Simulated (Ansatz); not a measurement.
**How far to go with shifted k-point meshes: InAs (R3m, 2 atoms in the cell)**

```yaml
crystal:
  lattice:
    - [0.00000, 3.02091, 3.02091]
    - [3.02091, 0.00000, 3.02091]
    - [3.02091, 3.02091, 0.00000]
  atoms:
    - { symbol: In, position: [0.00478, 0.00478, 0.00478] }
    - { symbol: As, position: [0.25000, 0.25000, 0.25000] }
```

Computed with LDA (PW92), PAW files made with PBE (plane waves; Ansatz, an electronic-structure program).

Base settings: basis.ecutwfc = 30.9 Ry; kpoints.mp_grid.grid = 7 7 7; hamiltonian.xc = lda; hamiltonian.pseudopotentials = {kind: paw} (the program's default PAW files); scf.occupations.method = fermi_dirac; scf.occupations.width = 0.0037 Ry.

In this ladder: kpoints.mp_grid.shift = 0.5 0.5 0.5.

Only quantities that move along the ladder and can be compared are tabulated.

The count of work is k-points × plane waves × bands × iterations; it is no time. Core times come from one kind of shared machine, to one figure; runs under 30 s give none.

The starting cell has typed, rounded lattice constants, without a prior relaxation at this level. Its lattice was rescaled by up to half a per cent. One atom was moved a little off its site on purpose. Ansatz's pressure includes its estimate of the finite-basis (Pulay) stress. The run gives no clean gap (levels at the Fermi energy touch, overlap or are partly filled at this smearing), which alone does not show that the compound is a metal.

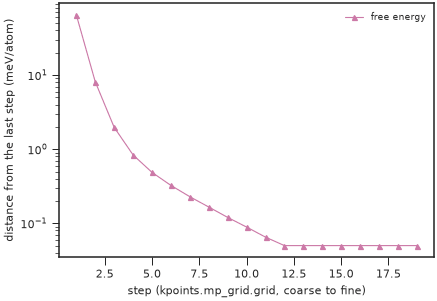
*Distance from the last step along the ladder; very small values are drawn at a floor.*

```tsv
kpoints.mp_grid.grid	free energy less the last step's (meV/atom)	pressure (GPa)	largest difference of a force vector from the last step's (eV/Å)	count of work / last	core time / last (rough)
2 2 2	64.72	-0.27	0.640	0.00073	–
3 3 3	8.11	-0.46	0.113	0.0022	–
4 4 4	1.97	-0.45	0.013	0.0037	–
5 5 5	0.84	-0.44	0.009	0.0069	–
6 6 6	0.49	-0.43	0.012	0.010	–
7 7 7	0.32	-0.42	0.010	0.016	–
8 8 8	0.23	-0.42	0.008	0.022	–
9 9 9	0.17	-0.42	0.006	0.031	–
10 10 10	0.12	-0.42	0.004	0.040	–
11 11 11	0.09	-0.42	0.003	0.053	–
12 12 12	0.07	-0.41	0.002	0.067	–
14 14 14	0.03	-0.41	0.001	0.10	–
15 15 15	0.02	-0.41	0.000	0.13	–
17 17 17	0.01	-0.41	0.000	0.18	–
18 18 18	0.00	-0.41	0.000	0.21	–
20 20 20	0.00	-0.41	0.000	0.28	0.3
23 23 23	0.00	-0.41	0.000	0.42	0.4
25 25 25	0.00	-0.41	0.000	0.54	0.5
28 28 28	0.00	-0.41	0.000	0.74	0.7
31 31 31	0.00	-0.41	0.000	1.0	1
```

Coarsest kpoints.mp_grid.grid that holds the free energy within 5 meV/atom of the last step, with all finer ones: 4 4 4, at 0.0037 of the last step's count of work; the step before is off by 8.1 meV/atom.

Coarsest kpoints.mp_grid.grid that holds the forces within 0.005 eV/Å of the last step, with all finer ones: 10 10 10, at 0.040 of the last step's count of work; the step before is off by 0.006 eV/Å.

Coarsest kpoints.mp_grid.grid that holds the pressure within 0.05 GPa of the last step, with all finer ones: 3 3 3, at 0.0022 of the last step's count of work; the step before is off by 0.15 GPa.

Keys are those of Ansatz 0.2.
